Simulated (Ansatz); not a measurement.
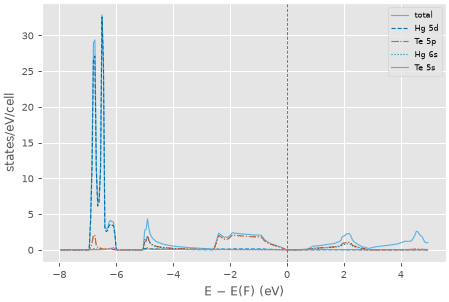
Figure: Total and projected density of states of HgTe (zinc blende, space group No. 216), DFT-PBE in the program Ansatz with PAW potentials

Which orbitals carry the states next to the Fermi level?

Within 0.5 eV of the Fermi level: Te 5p 87 %, Hg 5d 8 %. Projections are on Löwdin-orthogonalised atomic valence shells; empty p or d shells of many metals are not among them.

Where is the tallest occupied peak in this window, and what makes it?

Near -6.5 eV, about 33 states/eV per cell; the largest projected share is Hg 5d.

Space group F-43m (zinc blende). The PBE relaxation kept the symmetry of its start. Spin–orbit coupling is left out wherever it is not named.

Potentials: the later of the program's two PAW sets.
